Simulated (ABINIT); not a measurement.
**SrCl2 (Fm-3m): G0W0 in ABINIT against the bands in the self-energy**

How does the gap of SrCl2 (Fm-3m) converge in the bands in the self-energy?

Program: ABINIT 10.8.3. Level of theory: PBE and many-body steps on it, plane waves. Results are calculated unless marked as measured.

### 1. The structure

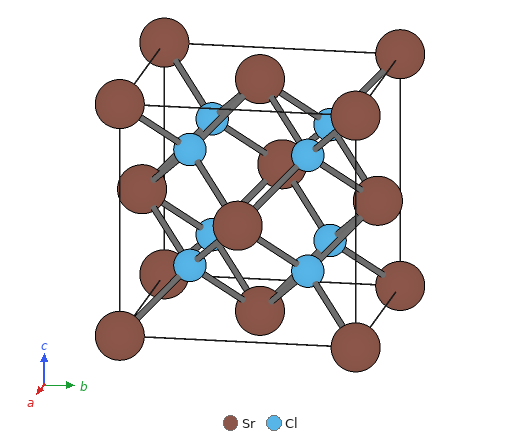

Start, viewed slightly off an axis; strontium brown, chlorine blue. This picture shows the conventional cell, with its axes. Some periodic images of atoms are drawn too.

The cell and positions come from the Crystallography Open Database and are kept as given unless a step says otherwise.

### 2. Screening, 2×2×2 mesh, 149 bands, screening to 176.9 eV

This step: ABINIT 10.8.3; RPA screening on PBE, plane waves, norm-conserving pseudopotentials.

The RPA dielectric matrix is built and inverted for each q.

Input file run.abi:

```
acell 3*1.0 Angstrom
rprim 
  -0.000000000000 3.488350000000 3.488350000000
  3.488350000000 -0.000000000000 3.488350000000
  3.488350000000 3.488350000000 -0.000000000000
ntypat 2
znucl 38 17
natom 3
typat 1 2 2
xred 
  0.000000000000 0.000000000000 0.000000000000
  0.250000000000 0.250000000000 0.250000000000
  0.750000000000 0.750000000000 0.750000000000
pp_dirpath "pseudos"
pseudos "Sr.upf, Cl.upf"
ecut 28
ngkpt 2 2 2
nshiftk 1
shiftk 0 0 0
kptopt 1
chksymbreak 0
istwfk *1
occopt 1
irdwfk 1
optdriver 3
nband 149
ecuteps 6.5
inclvkb 2
awtr 1
symchi 1
indata_prefix "in"
outdata_prefix "out"
tmpdata_prefix "tmp"
```

On the command line:

```console
$ OMP_NUM_THREADS=1 mpirun -n 4 abinit run.abi > log
```

The program printed:

```text
.Version 10.8.3 of ABINIT. v10.8.2 released Aug 2026.

 Symmetries : space group Fm -3 m (#225); Bravais cF (face-center cubic)
[... echo of the input left out ...]
== DATASET  1 ==================================================================
-   mpi_nproc: 4, omp_nthreads: 1 (-1 if OMP is not activated)

--- !DatasetInfo
iteration_state: {dtset: 1, }
dimensions: {natom: 3, nkpt: 3, mband: 149, nsppol: 1, nspinor: 1, nspden: 1, mpw: 4088, }
cutoff_energies: {ecut:  28.0, pawecutdg:  -1.0, }
electrons: {nelect:   2.40000000E+01, charge:   0.00000000E+00, occopt:   1.00000000E+00, tsmear:   1.00000000E-02, }

 SCREENING: Calculation of the susceptibility and dielectric matrices

 Based on a program developped by R.W. Godby, V. Olevano, G. Onida, and L. Reining.
 Incorporated in ABINIT by V. Olevano, G.-M. Rignanese, and M. Torrent.
.Using double precision arithmetic ; gwpc =  8

[... cell and pseudopotentials left out ...]
--------------------------------------------------------------------------------

 ==== K-mesh for the wavefunctions ====
 Number of points in the irreducible wedge :     3
[... list of points left out ...]
 Together with 48 symmetry operations and time-reversal symmetry
 yields     8 points in the full Brillouin Zone.

 ==== Q-mesh for the screening function ====
 Number of points in the irreducible wedge :     3
[... list of points left out ...]
 Together with 48 symmetry operations and time-reversal symmetry
 yields     8 points in the full Brillouin Zone.

 setmesh: FFT mesh size selected  =    36x   36x   36
          total number of points  =        46656

 vcoul_init : cutoff-mode = AUXILIARY_FUNCTION
 q-points for optical limit:   1
     1)      0.000010    0.000020    0.000030

- screening: taking advantage of time-reversal symmetry
- Maximum band index for partially occupied states nbvw = 12
- Remaining bands to be divided among processors   nbcw = 137
- Number of bands treated by each node ~34

 Number of electrons calculated from density =   24.0000; Expected =   24.0000
 average of density, n =  0.041891
 r_s =    1.7862
 omega_plasma =   19.7432 [eV]

 calculating chi0 at frequencies [eV] :
  1    0.000000E+00    0.000000E+00
  2    0.000000E+00    1.974321E+01

--------------------------------------------------------------------------------
  q-point number  1        q = ( 0.000000, 0.000000, 0.000000) [r.l.u.]
--------------------------------------------------------------------------------
[... chi0 elements left out ...]
 For q-point:  0.000010 0.000020 0.000030
  dielectric constant =   2.8969
  dielectric constant without local fields =   3.4051

  Average fulfillment of the sum rule on Im[epsilon] for q-point    1 :     77.27  [%]
[... wings left out ...]
  q-point number  2        q = ( 0.500000, 0.000000, 0.000000) [r.l.u.]
--------------------------------------------------------------------------------
[... chi0 elements left out ...]
  Average fulfillment of the sum rule on Im[epsilon] for q-point    2 :     81.21  [%]

 [... 1 further q-points ...]
```

Wall time 10 s (4 MPI ranks of Arm Neoverse V1, shared host); peak memory 0.83 GiB; 40 s of CPU time.

Numbers from this step:

```yaml
eps_infinity_with_local_fields_on_this_mesh_along_the_program_s_q_direction: 2.897
the_same_without_local_fields: 3.405
plasma_frequency: 19.74 eV
plane_waves_in_the_screening_matrix: 459
```

Local fields lower ε∞ by 15 %. On a Γ-centred mesh this coarse the value itself is usually too large, while a short band sum pulls it down.

### 3. 20 bands

This step: G0W0 on PBE, plane waves, norm-conserving pseudopotentials.

Changes to run.abi since step 2:

```diff
@@ -24,8 +24,17 @@
 irdwfk 1
-optdriver 3
-nband 149
+optdriver 4
+nband 20
+gwcalctyp 0
+ecutsigx 28
+symsigma 1
+nkptgw 2
+kptgw 
+  0.5000000000 0.5000000000 0.0000000000
+  0.0000000000 0.0000000000 0.0000000000
+bdgw 
+  10 14
+  10 15
 ecuteps 6.5
-inclvkb 2
-awtr 1
-symchi 1
+irdscr 1
+ppmodel 1
 indata_prefix "in"
```

The program printed:

```text
.Version 10.8.3 of ABINIT. v10.8.2 released Aug 2026.

 Symmetries : space group Fm -3 m (#225); Bravais cF (face-center cubic)
[... echo of the input left out ...]
== DATASET  1 ==================================================================
-   mpi_nproc: 4, omp_nthreads: 1 (-1 if OMP is not activated)

--- !DatasetInfo
iteration_state: {dtset: 1, }
dimensions: {natom: 3, nkpt: 3, mband: 20, nsppol: 1, nspinor: 1, nspden: 1, mpw: 4088, }
cutoff_energies: {ecut:  28.0, pawecutdg:  -1.0, }
electrons: {nelect:   2.40000000E+01, charge:   0.00000000E+00, occopt:   1.00000000E+00, tsmear:   1.00000000E-02, }

 SIGMA: Calculation of the GW corrections

 Based on a program developped by R.W. Godby, V. Olevano, G. Onida, and L. Reining.
 Incorporated in ABINIT by V. Olevano, G.-M. Rignanese, and M. Torrent.
.Using double precision arithmetic ; gwpc =  8

[... cell and pseudopotentials left out ...]
--------------------------------------------------------------------------------

 ==== K-mesh for the wavefunctions ====
 Number of points in the irreducible wedge :     3
[... list of points left out ...]
 Together with 48 symmetry operations and time-reversal symmetry
 yields     8 points in the full Brillouin Zone.

 ==== Q-mesh for screening function ====
 Number of points in the irreducible wedge :     3
[... list of points left out ...]
 Together with 48 symmetry operations and time-reversal symmetry
 yields     8 points in the full Brillouin Zone.

 vcoul_init : cutoff-mode = AUXILIARY_FUNCTION
 q-points for optical limit:   1
     1)      0.000010    0.000020    0.000030
 setmesh: FFT mesh size selected  =    45x   45x   45
          total number of points  =        91125

 Number of electrons calculated from density =   24.0000; Expected =   24.0000
 average of density, n =  0.041891
 r_s =    1.7862
 omega_plasma =   19.7432 [eV]

 === KS Band Gaps ===
  >>>> For spin  1
   Minimum direct gap =   5.5119 [eV], located at k-point      :   0.5000  0.5000  0.0000
   Fundamental gap    =   5.3429 [eV], Top of valence bands at :   0.5000  0.5000  0.0000
                                       Bottom of conduction at :   0.0000  0.0000  0.0000
 SIGMA fundamental parameters:
 PLASMON POLE MODEL  1
 number of plane-waves for SigmaX                 4015
 number of plane-waves for SigmaC and W            459
 number of plane-waves for wavefunctions          4015
 number of bands                                    20
 number of independent spin polarizations            1
 number of spinorial components                      1
 number of k-points in IBZ                           3
 number of q-points in IBZ                           3
 number of symmetry operations                      48
 number of k-points in BZ                            8
 number of q-points in BZ                            8
 number of frequencies for dSigma/dE                 9
 frequency step for dSigma/dE [eV]                0.25
 number of omega for Sigma on real axis              0
 max omega for Sigma on real axis  [eV]           0.00
 zcut for avoiding poles [eV]                     0.10

 EPSILON^-1 parameters (SCR file):
 dimension of the eps^-1 matrix on file            459
 dimension of the eps^-1 matrix used               459
 number of plane-waves for wavefunctions          4015
 number of bands                                   149
 number of q-points in IBZ                           3
 number of frequencies                               2
 number of real frequencies                          1
 number of imag frequencies                          1

 matrix elements of self-energy operator (all in [eV])

 Perturbative Calculation

--- !SelfEnergy_ee
iteration_state: {dtset: 1, }
kpoint     : [   0.500,    0.500,    0.000, ]
spin       : 1
KS_gap     :    5.512
QP_gap     :    7.517
Delta_QP_KS:    2.005
data: !SigmaeeData |
     Band     E0 <VxcDFT>   SigX SigC(E0)      Z dSigC/dE  Sig(E)    E-E0       E
       10   1.271 -14.390 -18.136   4.007   0.831  -0.203 -14.173   0.217   1.488
       11   1.271 -14.390 -18.136   4.007   0.831  -0.203 -14.173   0.217   1.488
       12   1.668 -14.805 -18.519   4.068   0.831  -0.203 -14.511   0.294   1.962
       13   7.179  -8.452  -4.054  -1.799   0.884  -0.131  -6.153   2.299   9.479
       14   8.722 -11.003  -5.545  -1.775   0.879  -0.137  -7.765   3.239  11.960

--- !SelfEnergy_ee
iteration_state: {dtset: 1, }
kpoint     : [   0.000,    0.000,    0.000, ]
spin       : 1
KS_gap     :    5.677
QP_gap     :    7.361
Delta_QP_KS:    1.684
data: !SigmaeeData |
     Band     E0 <VxcDFT>   SigX SigC(E0)      Z dSigC/dE  Sig(E)    E-E0       E
       10   1.333 -14.472 -18.305   4.081   0.831  -0.203 -14.265   0.207   1.540
       11   1.333 -14.472 -18.305   4.081   0.831  -0.203 -14.265   0.207   1.540
       12   1.333 -14.472 -18.305   4.081   0.831  -0.203 -14.265   0.207   1.540
       13   7.010  -7.720  -3.616  -1.966   0.884  -0.131  -5.829   1.891   8.901
       14   7.776  -9.730  -4.691  -1.798   0.883  -0.133  -6.869   2.860  10.636
       15   7.776  -9.730  -4.691  -1.798   0.883  -0.133  -6.869   2.860  10.636

== END DATASET(S) ==============================================================
================================================================================

 -outvars: echo values of variables after computation  --------
           etotal      0.0000000000E+00
            nband          20
             nkpt           3
          spgroup         225
 [... the other variables as echoed above ...]

 Calculation completed.
```

The job ended after 5.1 s (4 MPI ranks; peak memory 0.73 GiB; 20 s of CPU time).

This step gave:

| Quantity | Value |
| --- | --- |
| G0W0 gap on the points computed | 6.939 eV |
| starting gap on the mesh | 5.343 eV |
| k of the valence top | 0.5, 0.5, 0 |
| k of the conduction bottom | 0, 0, 0 |
| Z at the valence top | 0.831 |
| Z at the conduction bottom | 0.884 |
| least direct G0W0 gap on the computed points | 7.361 eV |

### 4. 24 bands

Changes to run.abi since step 3:

```diff
@@ -25,3 +25,3 @@
 optdriver 4
-nband 20
+nband 24
 gwcalctyp 0
```

The program printed:

```text
.Version 10.8.3 of ABINIT. v10.8.2 released Aug 2026.

 Symmetries : space group Fm -3 m (#225); Bravais cF (face-center cubic)
[... echo of the input left out ...]
== DATASET  1 ==================================================================
-   mpi_nproc: 4, omp_nthreads: 1 (-1 if OMP is not activated)

--- !DatasetInfo
iteration_state: {dtset: 1, }
dimensions: {natom: 3, nkpt: 3, mband: 24, nsppol: 1, nspinor: 1, nspden: 1, mpw: 4088, }
cutoff_energies: {ecut:  28.0, pawecutdg:  -1.0, }
electrons: {nelect:   2.40000000E+01, charge:   0.00000000E+00, occopt:   1.00000000E+00, tsmear:   1.00000000E-02, }

 SIGMA: Calculation of the GW corrections

 Based on a program developped by R.W. Godby, V. Olevano, G. Onida, and L. Reining.
 Incorporated in ABINIT by V. Olevano, G.-M. Rignanese, and M. Torrent.
.Using double precision arithmetic ; gwpc =  8

[... cell and pseudopotentials left out ...]
--------------------------------------------------------------------------------

 ==== K-mesh for the wavefunctions ====
 Number of points in the irreducible wedge :     3
[... list of points left out ...]
 Together with 48 symmetry operations and time-reversal symmetry
 yields     8 points in the full Brillouin Zone.

 ==== Q-mesh for screening function ====
 Number of points in the irreducible wedge :     3
[... list of points left out ...]
 Together with 48 symmetry operations and time-reversal symmetry
 yields     8 points in the full Brillouin Zone.

 vcoul_init : cutoff-mode = AUXILIARY_FUNCTION
 q-points for optical limit:   1
     1)      0.000010    0.000020    0.000030
 setmesh: FFT mesh size selected  =    45x   45x   45
          total number of points  =        91125

 Number of electrons calculated from density =   24.0000; Expected =   24.0000
[...]
number of omega for Sigma on real axis              0
 max omega for Sigma on real axis  [eV]           0.00
 zcut for avoiding poles [eV]                     0.10

 EPSILON^-1 parameters (SCR file):
 dimension of the eps^-1 matrix on file            459
 dimension of the eps^-1 matrix used               459
 number of plane-waves for wavefunctions          4015
 number of bands                                   149
 number of q-points in IBZ                           3
 number of frequencies                               2
 number of real frequencies                          1
 number of imag frequencies                          1

 matrix elements of self-energy operator (all in [eV])

 Perturbative Calculation

--- !SelfEnergy_ee
iteration_state: {dtset: 1, }
kpoint     : [   0.500,    0.500,    0.000, ]
spin       : 1
KS_gap     :    5.512
QP_gap     :    7.451
Delta_QP_KS:    1.939
data: !SigmaeeData |
     Band     E0 <VxcDFT>   SigX SigC(E0)      Z dSigC/dE  Sig(E)    E-E0       E
       10   1.271 -14.390 -18.136   3.738   0.827  -0.210 -14.396  -0.006   1.265
       11   1.271 -14.390 -18.136   3.738   0.827  -0.210 -14.396  -0.006   1.265
       12   1.668 -14.805 -18.519   3.832   0.827  -0.209 -14.707   0.098   1.765
[...]
--- !SelfEnergy_ee
iteration_state: {dtset: 1, }
kpoint     : [   0.000,    0.000,    0.000, ]
spin       : 1
KS_gap     :    5.677
QP_gap     :    7.298
Delta_QP_KS:    1.621
data: !SigmaeeData |
     Band     E0 <VxcDFT>   SigX SigC(E0)      Z dSigC/dE  Sig(E)    E-E0       E
[...]
14   7.776  -9.730  -4.691  -2.091   0.875  -0.143  -7.151   2.579  10.354
       15   7.776  -9.730  -4.691  -2.091   0.875  -0.143  -7.151   2.579  10.354

== END DATASET(S) ==============================================================
================================================================================

 -outvars: echo values of variables after computation  --------
           etotal      0.0000000000E+00
            nband          24
             nkpt           3
          spgroup         225
 [... the other variables as echoed above ...]

 Calculation completed.
```

Elapsed: 5.3 s, on 4 MPI ranks; peak memory 0.73 GiB.

Numbers from this step:

* G0W0 gap on the points computed: 6.828 eV
* starting gap on the mesh: 5.343 eV
* k of the valence top: 0.5, 0.5, 0
* k of the conduction bottom: 0, 0, 0
* Z at the valence top: 0.827
* Z at the conduction bottom: 0.876
* least direct G0W0 gap on the computed points: 7.298 eV

(Continued in part 2 of 2.)

[Paths, hosts, dates, memory and timing lines, banners, echoed tables and standing remarks are left out of the program output.]

[Logs are printed without paths, hosts, clocks, repeated set-up lines and the standing remarks that a program may print on its own settings, such as how far it seeks lower states.]

[Runs of the session that timed out or met a known fault of the program may be left out.]

[No measured gap is set beside runs whose start may be inverted or whose files or cutoffs have a known fault.]

[Hosts, paths, dates, database ids (printed as entryN), source tags and the programs' standing remarks are cut or masked in the printed files.]

[G0W0 gaps are taken among the corrected bands and points alone; a level outside them can change the order at an edge.]

[Where Ansatz stands beside ABINIT at settings called matched, ABINIT's density can come from a denser mesh and the files from another edition; pairs whose starting gaps differed by over 0.03 eV were left out, so agreement reads better than it is.]
